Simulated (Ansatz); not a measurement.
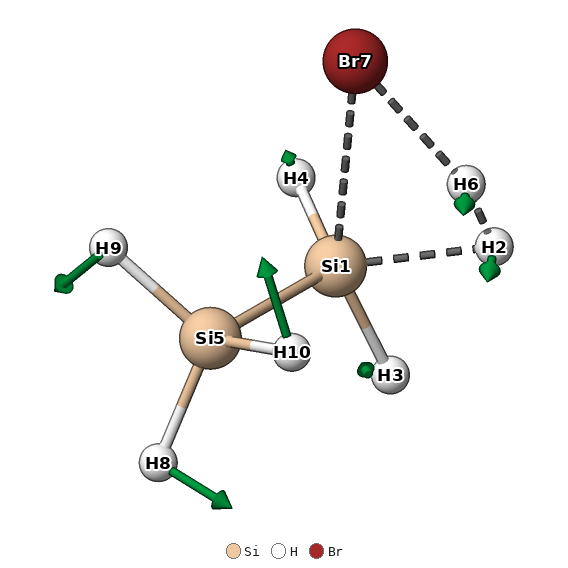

The arrows show one normal mode. Broken sticks mark bonds that form or break. Harmonic vibrations computed with RKS PBE0-D4/def2-TZVP (Ansatz 0.2.0) at a stationary point of the same level. It is a saddle point of order 1.

### Estimate its harmonic wavenumber.

177 cm⁻¹; it is mode 3 of 24 counted from the lowest.
